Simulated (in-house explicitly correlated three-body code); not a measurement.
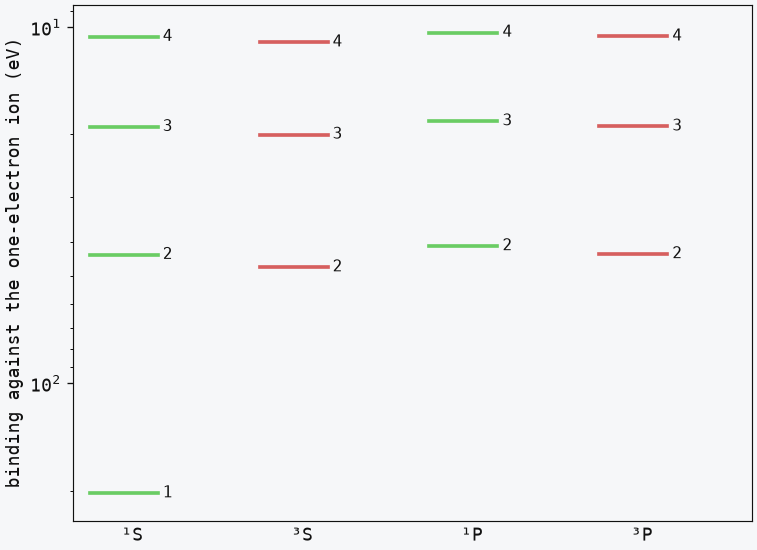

Two electrons around a point charge Z = 4.5. Computed variationally in 260 exponentially correlated functions with an in-house code, non-relativistic, converged to about 10⁻⁷ hartree. The plot shows the bound S and P states that converged, by term and principal number n, on a logarithmic scale of binding.

How do singlets and triplets lie?

The ground state is bound by 203.2 eV. The n = 2 states drawn run, from the deepest, 2 ³S (47.2 eV), 2 ¹S (43.6 eV), 2 ³P (43.3 eV), 2 ¹P (41.2 eV). Exchange puts 2 ³S below 2 ¹S by 3.64 eV and 2 ³P below 2 ¹P by 2.17 eV. Quantum defects n − (Z − 1)/√(2 E(binding)): 2 ³S 0.121, 2 ¹S 0.044, 2 ³P 0.039, 2 ¹P −0.012.
